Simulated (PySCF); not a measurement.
SMILES I[Si](I)I (I₃Si), doublet at its CAM-B3LYP/def2-SVP optimised geometry (Å):

```
4

I     -1.6705    -2.4243    -1.9143
Si    -0.7925    -1.1501     0.0000
I      1.6691    -1.1501     0.0000
I     -1.6691     1.1501     0.0000
```

Level of theory: unrestricted CAM-B3LYP/def2-TZVP, def2 effective core potentials past Kr in PySCF. The core electrons that the potentials of I replace are not part of the density. Cells within 0.4 Å of a nucleus heavier than hydrogen are left out (blank, or x).

Map of the log10 of the electron density (e/bohr³), floored at −4 on the plane z = 0.0 Å:

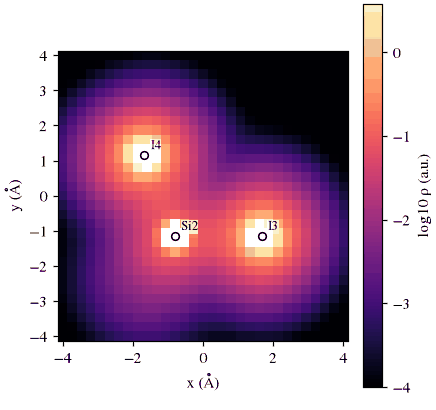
*Log10 of the electron density (e/bohr³), floored at −4 on the plane z = 0.0 Å.*
